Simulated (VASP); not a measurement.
```
NaI
1.0
    0.00000     3.13119     3.13119
    3.13119     0.00000     3.13119
    3.13119     3.13119     0.00000
Na I
1 1
Cartesian
  0.00000   0.00000   0.00000
  3.13119   3.13119   3.13119
```

Calculation: LDA (Ceperley-Alder, Perdew-Zunger), VASP's LDA PAW potentials (set 64) (plane waves; VASP). Run with 520 eV cut-off, 8×8×8 Γ-centred mesh, tetrahedra with Blöchl corrections, potentials Na_pv I.

Unless said otherwise, spin-orbit coupling is left out, though it shifts the bands of the heavy elements here.

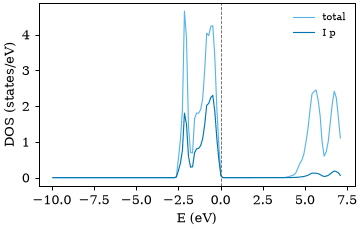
*Total and projected density of states, zero at the valence-band maximum*

Within 2 eV below the valence-band maximum the largest weight inside VASP's projection spheres is I p.

The gap is direct, 3.63 eV, from the valence maximum at Γ to the conduction minimum at Γ.

The compound is NaI in the rock salt structure. It was relaxed first, which changed the volume by -9 %.
